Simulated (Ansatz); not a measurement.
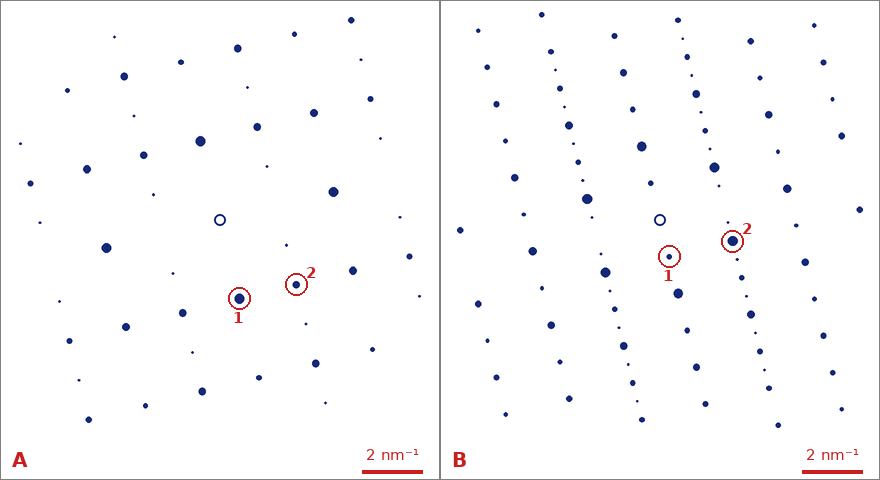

Kinematic electron diffraction patterns (120 kV, B = 0.5 Å², same scale) along [100] of the run's own cell, for the start and the end of one relaxation of Rb2H with DFT PBE, scalar-relativistic, plane waves, PAW (Ansatz). k mesh 8×8×6. The start is a generated model structure, and the relaxation ends in the nearest stationary point of its symmetry, not necessarily the ground state. Spot 1 is 0 0 -2 and spot 2 is 0 1 -2 in both.

Start structure:

```
CELL_PARAMETERS angstrom
5.07633 0.00000 0.00000
0.00000 5.07633 0.00000
0.00000 0.00000 7.30797
ATOMIC_POSITIONS crystal
Rb 0.00000 0.50000 0.20300
Rb 0.00000 0.50000 0.70300
Rb 0.50000 0.00000 0.29700
Rb 0.50000 0.00000 0.79700
H 0.00000 0.00000 0.00000
H 0.50000 0.50000 0.50000
```

Which pattern belongs to the start structure, and which to the relaxed one?

A is the start: its cell gives d(1) = 3.654 Å, d(2) = 2.966 Å and an angle of 35.7°. B is the relaxed structure, with d(1) = 7.826 Å (+114.2 %), d(2) = 3.920 Å (+32.2 %) and 59.9°.

Name reflections whose intensity changes strongly on relaxation.

0 2 -2 goes from 41 to 1.4 % of the strongest spot; 0 0 2 goes from 100 to 7 % of the strongest spot; 0 0 4 goes from 8.3 to 87 % of the strongest spot.

Summarise the relaxation behind the change.

The volume changed by +70.5 % to 53.51 Å³ an atom; with the mean shift removed, the atoms moved by up to 1.41 Å relative to the cell (Rb most); the space group stayed P4_2/nmc (No. 137); the free energy fell by 230 meV an atom. Relaxed cell: a = 4.529 Å, b = 4.529 Å, c = 15.651 Å, α = 90.00°, β = 90.00°, γ = 90.00°.
